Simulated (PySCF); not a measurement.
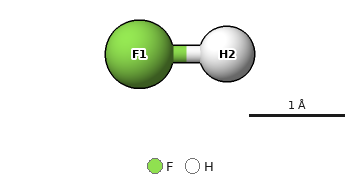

The input geometry of run A (ball-and-stick view, seen at a tilt; atoms are numbered from 1 in the order of the input).

## Two runs on HF

System: HF, SMILES F.
Method of run A: GIAO PBE0/STO-3G NMR shielding, non-relativistic, gas phase (PySCF 2.14.0).

The geometry comes from this level: PBE0-D3(BJ)/def2-SVP. Text and figures count atoms from 1; the logs count them from 0 in places.

The input, run A:
```
{"job": {"kind": "nmr", "xc": "PBE0", "basis": "STO-3G", "pop": true}, "charge": 0, "multiplicity": 1}
F      0.462732    -0.006667    -0.004642
H     -0.457212     0.009207    -0.023648
```

The first line tells a small driver script what to run in PySCF; the rest is the geometry in Å.

Command:
```bash
OMP_NUM_THREADS=1 python <driver script> task.json out
```

Hardware: 1 CPU thread, shared host.

Output (run A):
```
coarse grid: 1712 points
cycle   1  E = -98.8162607428  dE = -2.692e-03  |g| = 3.198e-01  |ddm| = 1.189e+00
cycle   2  E = -98.8525969501  dE = -3.634e-02  |g| = 1.548e-01  |ddm| = 8.058e-01
cycle   3  E = -98.8620863974  dE = -9.489e-03  |g| = 1.646e-03  |ddm| = 2.510e-01
cycle   4  E = -98.8620875823  dE = -1.185e-06  |g| = 2.701e-05  |ddm| = 3.105e-03
final grid: 16976 points
cycle   5  E = -98.8485783666  dE = -1.924e-06  |g| = 9.813e-04  |ddm| = 4.244e-03
cycle   6  E = -98.8485786554  dE = -2.889e-07  |g| = 4.609e-04  |ddm| = 2.207e-03
cycle   7  E = -98.8485787390  dE = -8.353e-08  |g| = 1.702e-06  |ddm| = 7.228e-04
cycle   8  E = -98.8485787390  dE = -1.279e-12  |g| = 8.647e-08  |ddm| = 3.414e-06
converged SCF energy = -98.8485787390

GIAO shielding tensors (ppm)
atom      isotropic    diamagn.    paramagn.     s11        s22        s33       span
  0 F      387.036     456.790     -69.754    341.339    341.339    478.429    137.091
  1 H       35.980      30.307       5.673     31.785     31.785     44.372     12.587
```

For run B the input was changed thus:
```diff
-"basis": "STO-3G"
+"basis": "def2-SVP"
```

What does this change do to the results?

The total energy of run B is 884.7 kcal/mol lower, which measures the change of basis and not a stability. The HOMO goes from −5.24 to −10.91 eV. The LUMO goes from 10.56 to 1.77 eV. The dipole moment goes from 1.23 to 1.86 D. Of all shieldings, the largest change is that of F1, by +34.2 ppm. The SCF takes 9 iterations against 8. The basis functions go from 6 to 19.

Output (run B):
```
coarse grid: 1712 points
cycle   1  E = -100.2027299483  dE = -3.797e-02  |g| = 5.271e-01  |ddm| = 1.012e+00
cycle   2  E = -100.1882328240  dE =  1.450e-02  |g| = 6.306e-01  |ddm| = 6.423e-01
cycle   3  E = -100.2485425690  dE = -6.031e-02  |g| = 1.582e-02  |ddm| = 3.381e-01
cycle   4  E = -100.2485782419  dE = -3.567e-05  |g| = 2.361e-03  |ddm| = 8.632e-03
cycle   5  E = -100.2485790344  dE = -7.925e-07  |g| = 1.314e-04  |ddm| = 1.220e-03
final grid: 16976 points
cycle   6  E = -100.2583659342  dE = -8.521e-06  |g| = 2.545e-03  |ddm| = 6.778e-03
cycle   7  E = -100.2583656189  dE =  3.152e-07  |g| = 2.958e-03  |ddm| = 2.813e-03
cycle   8  E = -100.2583669380  dE = -1.319e-06  |g| = 3.741e-05  |ddm| = 1.548e-03
cycle   9  E = -100.2583669383  dE = -2.313e-10  |g| = 7.022e-06  |ddm| = 2.464e-05
converged SCF energy = -100.2583669383

GIAO shielding tensors (ppm)
atom      isotropic    diamagn.    paramagn.     s11        s22        s33       span
  0 F      421.205     461.644     -40.439    391.069    391.069    481.475     90.406
  1 H       30.086      30.699      -0.613     23.152     23.152     43.955     20.803
```

The two runs side by side:

| quantity | run A | run B |
| --- | --- | --- |
| outcome | converged | converged |
| total energy (hartree) | −98.848579 | −100.258367 |
| HOMO (eV) | −5.24 | −10.91 |
| LUMO (eV) | 10.56 | 1.77 |
| dipole moment (D) | 1.23 | 1.86 |
| shielding of F1 (ppm) | 387.0 | 421.2 |
| shielding of H2 (ppm) | 36.0 | 30.1 |
| SCF iterations | 8 | 9 |
| basis functions | 6 | 19 |
